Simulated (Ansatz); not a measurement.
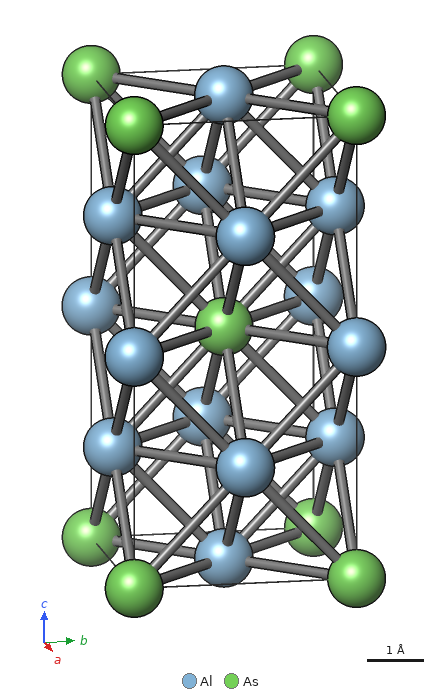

The image is a ball-and-stick drawing of a crystal, viewed slightly off an axis. One conventional unit cell is framed, with atoms on its boundary repeated.

Formula?

Al₃As. The cell holds 6 Al, 2 As, counting shared atoms by their share.

Give the crystal system and centring.

Body-centred tetragonal.

Identify the space group.

I4/mmm (No. 139), with Al on 2b, Al on 4d and As on 2a.

How is As coordinated?

Each As has twelve Al in a cuboctahedral arrangement at about 2.9 Å.

What kind of network do the bonds form?

The bonds build a three-dimensional framework.

The structure was taken from a textbook structure type filled with these elements (whether it is the usual form wasn't checked). Earlier steps of the study may have refined or changed the cell and positions. It was run through Ansatz as a DFT input.
